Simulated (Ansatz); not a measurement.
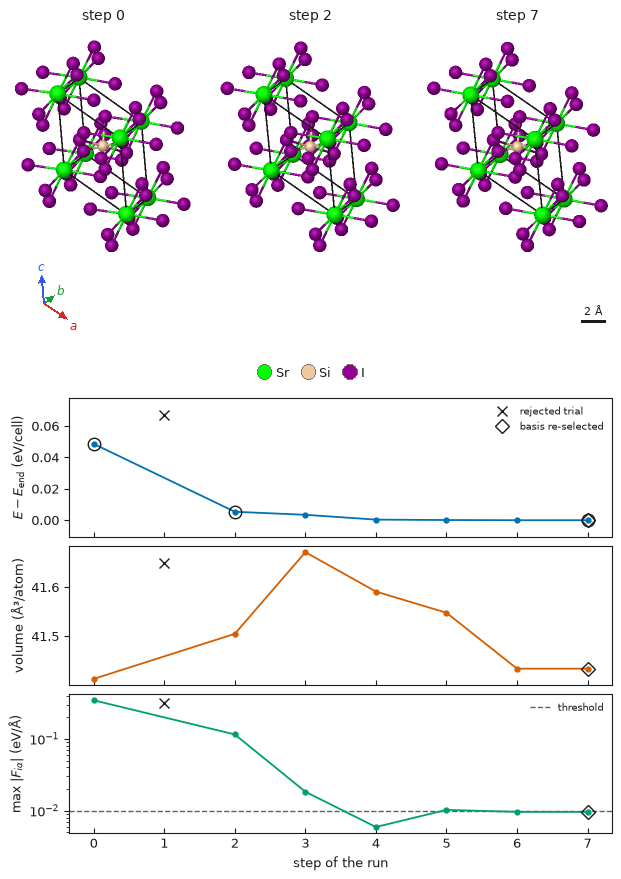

Frames of a relaxation of solid SrSiI6 (built on the KCrF6-148 type type), marked on the history of the run. The picture is a ball-and-stick view of the cell of the calculation, seen slightly off an axis.

Case: shaken.

The calculation used DFT, PBEsol, plane waves, PAW in Ansatz 0.2.0. (plane-wave cutoff 420 eV; k-point mesh 4 × 4 × 4; occupations fermi dirac; smearing width 0.05 eV; no spin polarisation; cell and atoms relaxed; force threshold 0.01 eV/Å; at most 120 steps)

Question: What happens along the run?

Answer: Over 5 accepted moves (7 points after the start) the energy falls by 48.6 meV per cell of the calculation. Largest force component: 0.35 eV/Å at the start, 0.0096 eV/Å at the end. The pressure goes from 0.22 to −0.02 GPa. The line search rejected the trial step at point 1 of the run. The SCF was repeated once at an unchanged geometry on a basis and grid sized afresh for the cell, which shifted the energy by less than 0.05 meV per cell of the calculation at most. The largest move relative to the cell is that of an I atom, 0.066 Å roughly along [1 1 2]. By element the largest moves are I 0.066 Å, Sr 0.061 Å, Si 0.055 Å. The drawn cell changes as follows: a 7.336 → 7.447 Å (+1.5 %), b 7.532 → 7.448 Å (−1.1 %), c 7.501 → 7.448 Å (−0.7 %), α 107.9° → 108.3°, β 107.4° → 108.3°, γ 109.8° → 108.3°; the volume changes by +0.1 %. Some distances before and after: I–Sr 3.192 → 3.263 Å, I–Si 2.622 → 2.688 Å, I–Si 2.750 → 2.687 Å, I–Sr 3.323 → 3.263 Å. Bond angles that change, for instance: I–Si–I 176.5° → 180.0°, I–Sr–I 111.1° → 108.3°, I–Sr–I 177.2° → 180.0°. The space group (tolerance 0.01 Å) goes from P1 (No. 1) to R-3 (No. 148). From step 0 to 2: an I atom moves most (0.04 Å), volume +0.2 %, energy −43.2 meV per cell of the calculation. From step 2 to 7: an I atom moves most (0.03 Å), volume −0.2 %, energy −5.4 meV per cell of the calculation.
